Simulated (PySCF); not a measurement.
# MoFOH: quintet, from a linear start

The task is one start of a wider search on MoFOH: the quintet, from a linear start. It is relaxed, tested by its Hessian and followed downhill if it is a saddle.

Method: PBE0, basis Mo def2-TZVP with ECP28, F def2-TZVP, O def2-TZVP, H def2-TZVP, scalar-relativistic core potentials, no spin–orbit coupling, density fitting; program: PySCF 2.14.0.

## 1. Where the work starts

4 atoms, charge 0, spin multiplicity 5.

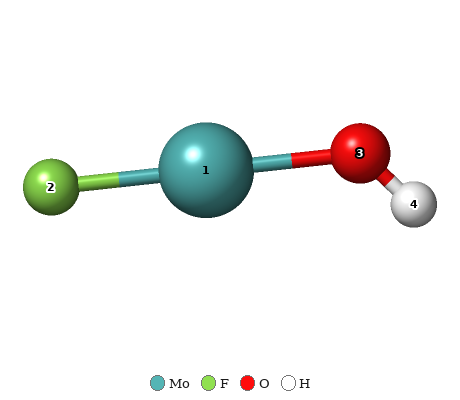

Start geometry, drawn with molybdenum teal, fluorine green, oxygen red, hydrogen white; atoms are numbered from 1 in the order of the file.

```xyz
4
charge 0 multiplicity 5
Mo    0.0000    0.0000    0.0000
F     0.0000    0.0000    2.0200
O     0.0000    0.0000   -2.0100
H     0.7354    0.0000   -2.6271
```

## 2. The SCF at the typed geometry

One driver script runs all steps and calls PySCF; scf.py shows how it sets up the SCF of each step. The optimiser is the driver's own. After this first run the driver tries any further starts and a stability analysis.

scf.py reads:

```python
from pyscf import gto, scf, dft
mol = gto.M(atom='''
Mo     0.000000     0.000000     0.000000
F      0.000000     0.000000     2.020000
O      0.000000     0.000000    -2.010000
H      0.735400     0.000000    -2.627100''',
    basis={'Mo': 'def2-TZVP', 'F': 'def2-TZVP', 'O': 'def2-TZVP', 'H': 'def2-TZVP'},
    ecp={'Mo': 'def2-TZVP'},
    charge=0, spin=4)
mf = dft.UKS(mol, xc='PBE0')
mf.grids.atom_grid = (50, 194)
aux = {'Mo': 'def2-universal-JKFIT', 'F': 'def2-universal-JKFIT', 'O': 'def2-universal-JKFIT', 'H': 'def2-universal-JKFIT'}
mf = mf.density_fit(auxbasis=aux)
mf.conv_tol = 1e-08
mf.diis_space = 10
mf.max_cycle = 60
mf.init_guess = 'minao'
mf.verbose = 4
mf.kernel()
```

Command:

```
$ OMP_NUM_THREADS=4 python axn.py task.json out
```

The log of the run:

```text
init E= -237.10571814382
[... the frontier-level lines of each cycle are left out ...]
cycle= 1 E= -243.51868673248  delta_E= -6.41  |g|= 0.789  |ddm|= 2.65
cycle= 2 E= -242.525563033511  delta_E= 0.993  |g|= 1.75  |ddm|= 1.53
cycle= 3 E= -243.709721086824  delta_E= -1.18  |g|= 0.264  |ddm|= 1.34
cycle= 4 E= -243.742963982351  delta_E= -0.0332  |g|= 0.0809  |ddm|= 0.246
cycle= 5 E= -243.746028156393  delta_E= -0.00306  |g|= 0.0515  |ddm|= 0.121
cycle= 6 E= -243.748130838843  delta_E= -0.0021  |g|= 0.0196  |ddm|= 0.0802
cycle= 7 E= -243.750089486  delta_E= -0.00196  |g|= 0.0173  |ddm|=  0.1
cycle= 8 E= -243.750013849918  delta_E= 7.56e-05  |g|= 0.0172  |ddm|= 0.0039
cycle= 9 E= -243.743874139473  delta_E= 0.00614  |g|= 0.0235  |ddm|= 0.35
cycle= 10 E= -243.74079634304  delta_E= 0.00308  |g|= 0.0511  |ddm|= 0.261
cycle= 11 E= -243.74070819296  delta_E= 8.82e-05  |g|= 0.0548  |ddm|= 0.0222
cycle= 12 E= -243.740812002788  delta_E= -0.000104  |g|= 0.0514  |ddm|= 0.0154
cycle= 13 E= -243.741380418389  delta_E= -0.000568  |g|= 0.0336  |ddm|= 0.0609
cycle= 14 E= -243.741848730706  delta_E= -0.000468  |g|= 0.0116  |ddm|= 0.0402
cycle= 15 E= -243.741927777155  delta_E= -7.9e-05  |g|= 0.00207  |ddm|= 0.016
cycle= 16 E= -243.741939302449  delta_E= -1.15e-05  |g|= 0.000701  |ddm|= 0.00925
cycle= 17 E= -243.741946935436  delta_E= -7.63e-06  |g|= 0.000343  |ddm|= 0.0119
cycle= 18 E= -243.741947480667  delta_E= -5.45e-07  |g|= 0.000537  |ddm|= 0.00564
cycle= 19 E= -243.741947699397  delta_E= -2.19e-07  |g|= 9e-05  |ddm|= 0.00193
cycle= 20 E= -243.741947723854  delta_E= -2.45e-08  |g|= 3.67e-05  |ddm|= 0.000913
cycle= 21 E= -243.741947723402  delta_E= 4.52e-10  |g|= 1.9e-05  |ddm|= 0.000256
Extra cycle  E= -243.741947729904  delta_E= -6.5e-09  |g|= 2.37e-05  |ddm|= 0.000222
converged SCF energy = -243.741947729904  <S^2> = 6.005525  2S+1 = 5.0022095
```

This step, with its further starts and checks, took 9.4 s on 4 threads of Arm Neoverse V2, shared host.

Energies from each starting density:

```
                      start  energy (Eh)
    the minimal-basis guess  -243.741948
a thermally smeared density  -243.774607
      a smeared PBE density  -243.774607
```

The first run landed in a state that is too high. Following the other starts and the instabilities gains 85.7 kJ/mol (-243.77461 Eh), and the work goes on from there.

## 3. Linear start, quintet: relaxation

The program finds Cs symmetry in the start, which this walk keeps. Threshold on the gradient: 0.0003 Eh/bohr, with a further test on the energy change.

Changes to scf.py since step 2:

```diff
@@ -3,4 +3,4 @@
-Mo     0.000000     0.000000     0.000000
-F      0.000000     0.000000     2.020000
-O      0.000000     0.000000    -2.010000
-H      0.735400     0.000000    -2.627100''',
+Mo    -0.005535     0.000000    -0.026730
+F     -0.005535     0.000000     1.993270
+O     -0.005535     0.000000    -2.036730
+H      0.729865     0.000000    -2.653830''',
@@ -17 +16,0 @@
-mf.init_guess = 'minao'
```

The optimiser's trace:

```
step  energy (Eh)  change (kJ/mol)  largest symmetric gradient (Eh/bohr)
   0  -243.774607             0.00                               0.04345
   1  -243.784768           -26.68                               0.00783
   2  -243.785242           -27.92                               0.00433
   3  -243.785308           -28.09                               0.00088
   4  -243.785317           -28.12                               0.00042
   5  -243.785320           -28.13                               0.00013
   6  -243.785321           -28.13                               0.00010
```

The walk took 9.5 s.

Positions (Å) and forces (eV/Å) along the way:

```
step 0
Mo  -0.006   0.000  -0.027   0.216   0.000  -0.112
F   -0.006   0.000   1.993  -0.066   0.000  -2.234
O   -0.006   0.000  -2.037  -0.236   0.000   2.194
H    0.730   0.000  -2.654   0.086   0.000   0.153
step 1
Mo   0.015   0.000  -0.038   0.124   0.000  -0.302
F   -0.008   0.000   1.879  -0.046   0.000  -0.370
O   -0.011   0.000  -1.964   0.118   0.000   0.403
H    0.717   0.000  -2.600  -0.195   0.000   0.269
step 3
Mo   0.037   0.000  -0.048   0.040   0.000  -0.002
F   -0.017   0.000   1.855  -0.016   0.000   0.002
O   -0.014   0.000  -1.948  -0.045   0.000  -0.013
H    0.707   0.000  -2.583   0.021   0.000   0.012
step 6
Mo   0.045   0.000  -0.049  -0.004   0.000  -0.003
F   -0.021   0.000   1.853   0.001   0.000   0.001
O   -0.018   0.000  -1.949  -0.002   0.000  -0.004
H    0.707   0.000  -2.579   0.004   0.000   0.005
```

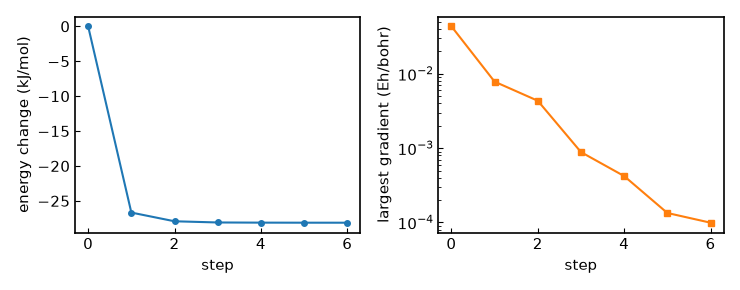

How energy and gradient fall.

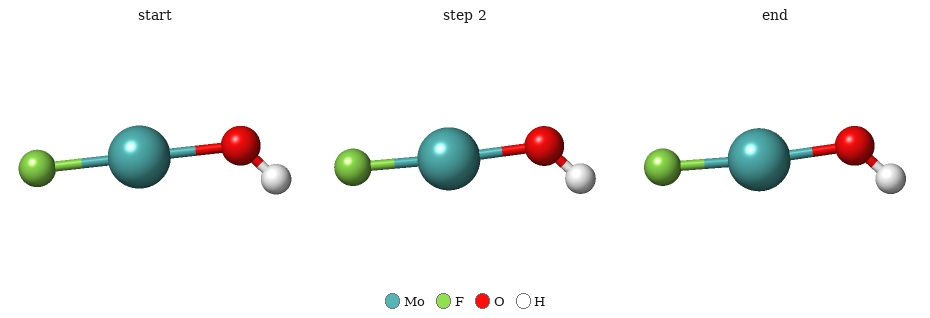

Start and end of the relaxation, with a step between.

After 6 steps and 28.1 kJ/mol it ends at Cs: Mo–F 1.904 Å, Mo–O 1.900 Å, O–H 0.961 Å; F–Mo–O 176.1°, H–O–Mo 129.1°.

## 4. Hessian and properties

On the finer grid the gradient is checked again; gradients at displacements of ±0.02 bohr then give force constants and infrared intensities.

Changes to scf.py since step 3:

```diff
@@ -3,4 +3,4 @@
-Mo    -0.005535     0.000000    -0.026730
-F     -0.005535     0.000000     1.993270
-O     -0.005535     0.000000    -2.036730
-H      0.729865     0.000000    -2.653830''',
+Mo     0.007179     0.000000    -0.025642
+F     -0.050102     0.000000     1.877679
+O     -0.053873     0.000000    -1.925440
+H      0.677486     0.000000    -2.549142''',
@@ -11 +11 @@
-mf.grids.atom_grid = (50, 194)
+mf.grids.atom_grid = (75, 302)
@@ -14 +14 @@
-mf.conv_tol = 1e-08
+mf.conv_tol = 1e-10
```

The driver hands on the density of the step before, so the log starts near convergence.

Log of the central SCF (cycles and frontier levels):

```text
init E= -243.785354185661
[... the frontier-level lines of each cycle are left out ...]
cycle= 1 E= -243.785354185595  delta_E= 6.57e-11  |g|= 1.81e-05  |ddm|= 1.32e-05
cycle= 2 E= -243.785354185289  delta_E= 3.06e-10  |g|= 3.61e-05  |ddm|= 2.48e-05
cycle= 3 E= -243.785354185704  delta_E= -4.14e-10  |g|= 5.75e-07  |ddm|= 1.65e-05
cycle= 4 E= -243.785354185705  delta_E= -1.19e-12  |g|= 7.09e-07  |ddm|= 2e-06
Extra cycle  E= -243.785354185705  delta_E= -2.27e-13  |g|= 1.37e-06  |ddm|= 1.33e-06
converged SCF energy = -243.785354185705  <S^2> = 6.0211703  2S+1 = 5.008461
```

The whole step took 54 s.

Geometry: Cs; Mo–F 1.904 Å, Mo–O 1.901 Å, O–H 0.961 Å; F–Mo–O 176.4°, H–O–Mo 128.6°.

Harmonic modes (main isotopes):

```json
{"symmetry": "a''", "ω (cm⁻¹)": "118i", "IR (km/mol)": "0.1"}
{"symmetry": "a'", "ω (cm⁻¹)": "160", "IR (km/mol)": "3.3"}
{"symmetry": "a'", "ω (cm⁻¹)": "574", "IR (km/mol)": "109"}
{"symmetry": "a'", "ω (cm⁻¹)": "627", "IR (km/mol)": "125"}
{"symmetry": "a'", "ω (cm⁻¹)": "688", "IR (km/mol)": "184"}
{"symmetry": "a'", "ω (cm⁻¹)": "3855", "IR (km/mol)": "88.7"}
```

With 1 mode imaginary (up to 118i cm⁻¹) this point is a saddle.

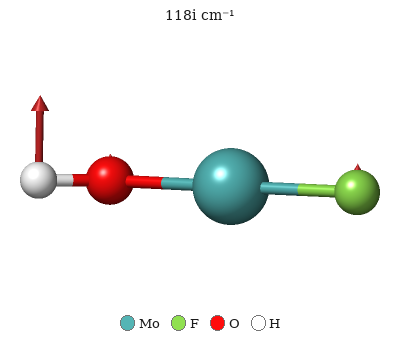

The imaginary mode, as arrows.

Properties at this point:

```
Dipole moment                                                   : 2.44 D
Highest occupied level                                          : -6.00 eV
Lowest empty level                                              : -2.78 eV
Rotational constants                                            : 31.6, 0.1268, 0.1263 cm⁻¹
Zero-point energy (real modes)                                  : 35.3 kJ/mol
Principal polarisabilities                                      : 42.5, 44.4, 50.8 bohr³
Atomisation energy without zero-point energy                    : 1274 kJ/mol
Principal traceless quadrupole moments about the centre of mass : -9.45, 3.47, 5.99 D Å
Spin squared ⟨S²⟩                                               : 6.021
```

Populations by atom (charges in e):

```
atom  Mulliken  Löwdin  polar tensor  spin (Mulliken)  Mayer order to Mo1
 Mo1      0.93    0.57          1.18             4.06                   –
  F2     -0.53   -0.35         -0.68             0.00                0.78
  O3     -0.74   -0.37         -0.78            -0.08                1.00
  H4      0.34    0.16          0.28             0.02                0.02
```

Mulliken populations on Mo1 (outside its core potential): s 2.65, p 6.15, d 4.24, f 0.03.

## 5. Leaving the saddle point

The atoms are moved a little along the softest imaginary mode and relaxed again.

The program finds C1 symmetry in the start. The walk stops when the largest gradient is under 0.0003 Eh/bohr and the energy has settled too.

Changes to scf.py since step 4:

```diff
@@ -3,4 +3,4 @@
-Mo     0.007179     0.000000    -0.025642
-F     -0.050102     0.000000     1.877679
-O     -0.053873     0.000000    -1.925440
-H      0.677486     0.000000    -2.549142''',
+Mo     0.010375     0.031837    -0.024119
+F     -0.046907    -0.084131     1.879201
+O     -0.050678    -0.079191    -1.923918
+H      0.680682    -0.250000    -2.547620''',
@@ -11 +11 @@
-mf.grids.atom_grid = (75, 302)
+mf.grids.atom_grid = (50, 194)
@@ -14 +14 @@
-mf.conv_tol = 1e-10
+mf.conv_tol = 1e-08
```

The optimiser's trace:

```
step  energy (Eh)  change (kJ/mol)  largest gradient (Eh/bohr)
   0  -243.785462             0.00                     0.01063
   1  -243.785850            -1.02                     0.00340
   2  -243.786125            -1.74                     0.00422
   3  -243.786863            -3.68                     0.01192
   4  -243.787340            -4.93                     0.01725
   5  -243.788038            -6.76                     0.01812
   6  -243.789378           -10.28                     0.01229
   7  -243.790116           -12.22                     0.00750
   8  -243.790461           -13.12                     0.00853
   9  -243.790870           -14.20                     0.00558
  10  -243.790940           -14.38                     0.00504
  11  -243.790982           -14.49                     0.00099
  12  -243.790983           -14.50                     0.00078
  13  -243.790986           -14.50                     0.00037
  14  -243.790989           -14.51                     0.00015
```

The walk took 26 s.

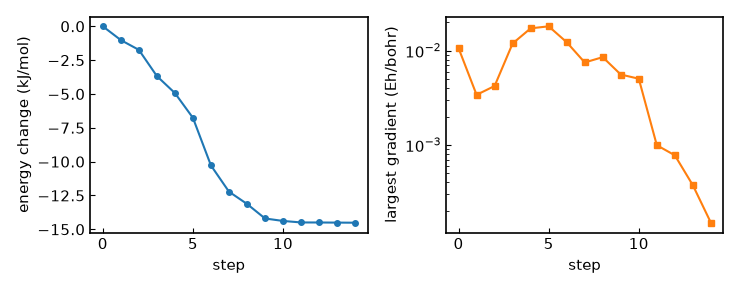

Energy and largest gradient along the walk.

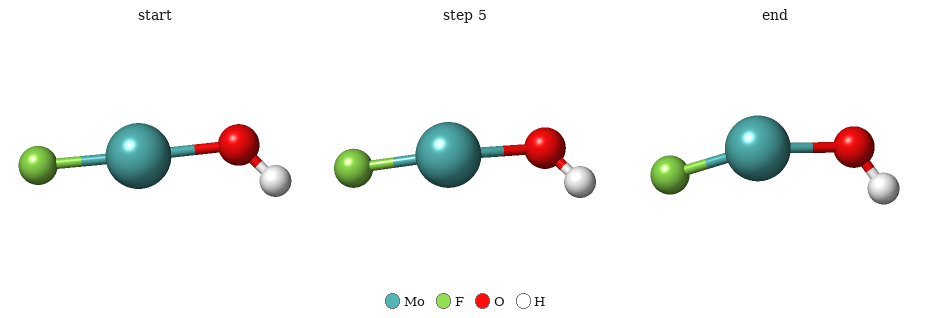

Start and end of the relaxation, with a step between.

End point (C1, 14 steps, 14.5 kJ/mol gained): Mo–F 1.884 Å, Mo–O 1.888 Å, O–H 0.962 Å; F–Mo–O 137.5°, H–O–Mo 122.7°.

## 6. Is it a minimum? Harmonic modes

As before: finer grid, then central differences.

Changes to scf.py since step 5:

```diff
@@ -3,4 +3,4 @@
-Mo     0.010375     0.031837    -0.024119
-F     -0.046907    -0.084131     1.879201
-O     -0.050678    -0.079191    -1.923918
-H      0.680682    -0.250000    -2.547620''',
+Mo    -0.009589     0.192785    -0.010946
+F      0.053709    -0.604669     1.694290
+O     -0.057662    -0.390731    -1.805948
+H      0.729422    -0.671117    -2.283455''',
@@ -11 +11 @@
-mf.grids.atom_grid = (50, 194)
+mf.grids.atom_grid = (75, 302)
@@ -14 +14 @@
-mf.conv_tol = 1e-08
+mf.conv_tol = 1e-10
```

SCF at the final geometry:

```text
init E= -243.790973731248
[... the frontier-level lines of each cycle are left out ...]
cycle= 1 E= -243.790973731222  delta_E= 2.53e-11  |g|= 1.01e-05  |ddm|= 7.76e-06
cycle= 2 E= -243.790973731115  delta_E= 1.07e-10  |g|= 2.06e-05  |ddm|= 1.52e-05
cycle= 3 E= -243.790973731257  delta_E= -1.42e-10  |g|= 4.64e-07  |ddm|= 1.02e-05
cycle= 4 E= -243.790973731257  delta_E= 3.41e-13  |g|= 1.18e-07  |ddm|= 3.26e-07
Extra cycle  E= -243.790973731258  delta_E= -1.08e-12  |g|= 1.16e-07  |ddm|= 5.71e-07
converged SCF energy = -243.790973731258  <S^2> = 6.0134796  2S+1 = 5.0053889
```

The whole step took 62 s on 4 threads of Arm Neoverse V2, shared host.

Geometry: C1; Mo–F 1.884 Å, Mo–O 1.888 Å, O–H 0.962 Å; F–Mo–O 136.9°, H–O–Mo 122.7°.

Harmonic modes (main isotopes):

| symmetry | ω (cm⁻¹) | IR (km/mol) |
| --- | --- | --- |
| a | 133 | 4.9 |
| a | 417 | 87.4 |
| a | 643 | 107 |
| a | 666 | 154 |
| a | 693 | 143 |
| a | 3839 | 95.5 |

No imaginary mode, so this is a minimum.

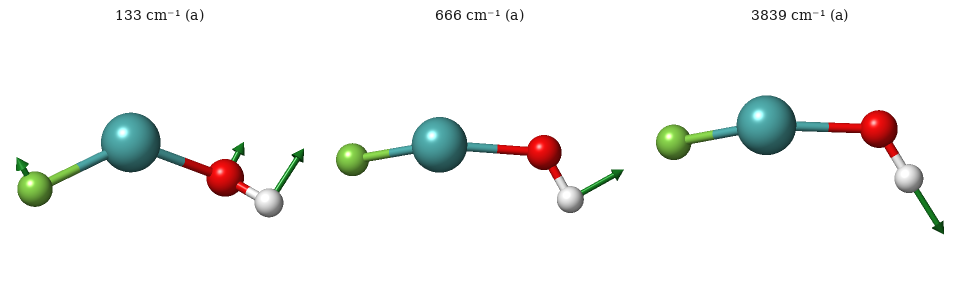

Displacements of 3 of the modes, as arrows (one member where a mode is degenerate).

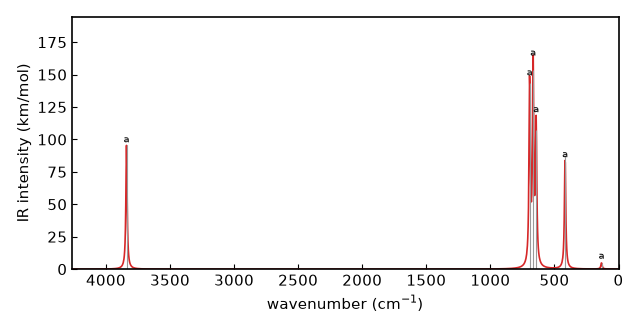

The harmonic infrared spectrum (widths in cm⁻¹). Lines are broadened to a width of 12 cm⁻¹ (Lorentzian).

Constants and moments:

- Dipole moment: 2.18 D
- Highest occupied level: -6.05 eV
- Lowest empty level: -2.11 eV
- Rotational constants: 1.237, 0.1491, 0.1343 cm⁻¹
- Zero-point energy: 38.2 kJ/mol
- Principal polarisabilities: 43.4, 45.5, 50.5 bohr³
- Atomisation energy without zero-point energy: 1288 kJ/mol
- Principal traceless quadrupole moments about the centre of mass: -9.32, 0.74, 8.58 D Å
- Entropy at 298.15 K and 1 bar (electronic part: spin only): 302.8 J/(mol K)
- Heat capacity Cp at 298.15 K: 58.5 J/(mol K)
- Enthalpy at 298.15 K above 0 K: 13.45 kJ/mol
- Rotational symmetry number: 1
- Spin squared ⟨S²⟩: 6.013

Charges (e) and bond orders:

| atom | Mulliken | Löwdin | polar tensor | spin (Mulliken) | Mayer order to Mo1 |
| --- | --- | --- | --- | --- | --- |
| Mo1 | 0.92 | 0.53 | 1.20 | 4.01 | – |
| F2 | -0.52 | -0.33 | -0.68 | 0.02 | 0.80 |
| O3 | -0.74 | -0.36 | -0.80 | -0.04 | 0.98 |
| H4 | 0.34 | 0.16 | 0.28 | 0.02 | 0.02 |

Mulliken populations on Mo1 (outside its core potential): s 2.60, p 6.17, d 4.28, f 0.03.

## 7. All stationary points

| spin | group | bonds | imaginary modes (cm⁻¹) | ΔE (kJ/mol) | with zero-point energy |
| --- | --- | --- | --- | --- | --- |
| quintet | C1 | Mo–F 1.884 Å, Mo–O 1.888 Å, O–H 0.962 Å | none | 0.0 | 0.0 |
| quintet | Cs | Mo–F 1.904 Å, Mo–O 1.901 Å, O–H 0.961 Å | 118i | 14.8 | – |

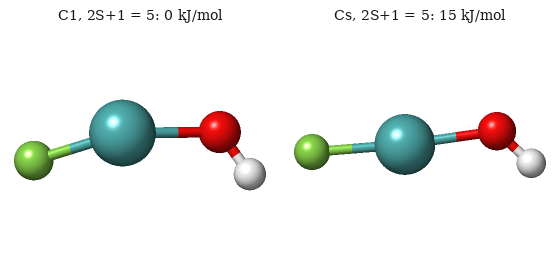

The points, lowest first (molybdenum teal, fluorine green, oxygen red, hydrogen white).

## 8. Results

| quantity | value |
| --- | --- |
| minimum | quintet, C1 |
| geometry | Mo–F 1.884 Å, Mo–O 1.888 Å, O–H 0.962 Å; F–Mo–O 136.9°, H–O–Mo 122.7° |
| wavenumbers (cm⁻¹) | 133 (a), 417 (a), 643 (a), 666 (a), 693 (a), 3839 (a) |
| dipole moment | 2.18 D |
| highest occupied, lowest empty level (either spin) | -6.05, -2.11 eV |
| polar-tensor charge of Mo1 | +1.20 e |
| zero-point energy | 38.2 kJ/mol |
| entropy at 298.15 K | 302.8 J/(mol K) |
| atomisation energy (no zero-point energy) | 1288 kJ/mol |
| ⟨S²⟩ | 6.013 |

What this shows: The linear start ends in a minimum without symmetry. In the infrared the band at 666 cm⁻¹ (a) leads. Most of the spin sits on Mo1 (Mulliken spin 4.01, against 4 for the whole molecule). The first SCF alone would have been 86 kJ/mol too high. Other starts or spin states, not run here, may lie lower. Open d and f shells are described by one determinant, and the ground state may have another occupation or spin.

The search up to here took 2.7 min.
